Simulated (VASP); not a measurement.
Band structure of Co (space group P6_3/mmc). These are PBE GGA, VASP's PBE PAW potentials (set 64) (plane waves; VASP 6.6.1) values and carry that method's errors.

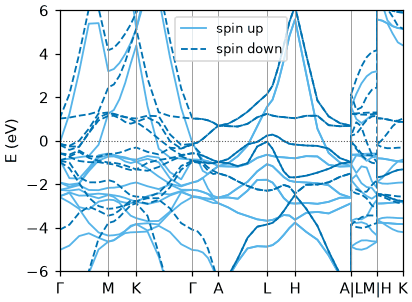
Figure. Bands along high-symmetry lines, zero at the valence-band maximum or, without a gap, the Fermi level

Q: Read the plot: is there a gap, and where are the band edges?

A: It has no gap at this level: it comes out as a metal or semimetal.

The structure is a typed Co crystal (P6_3/mmc). The cell was not relaxed at this level.
